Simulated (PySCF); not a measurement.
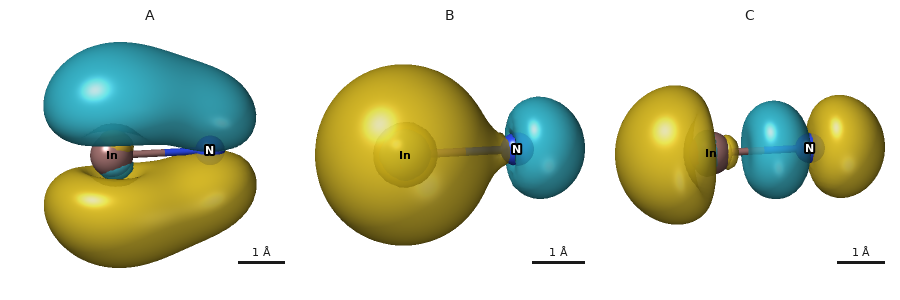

Figure. InN (triplet). Three frontier β-spin orbitals, each drawn at the value that holds 80 % of its norm (yellow and cyan are the two phases), in no order; of a degenerate pair one member is drawn.

The calculation used PBE0/x2c-TZVPPall, spin-free X2C-1e, Gaussian nucleus, at a bond length of 2.219 Å in PySCF 2.14.0.

Q: Label each orbital by symmetry, say whether it is occupied, and order them by energy.

A: Orbital B: σ, occupied in this spin, −9.18 eV; mainly on In (75 %).
Orbital C: σ, occupied in this spin, −5.45 eV; shared between the atoms (In 45 %, N 55 %).
Orbital A: π, empty in this spin, −2.58 eV; bonding, with no node between the atoms.
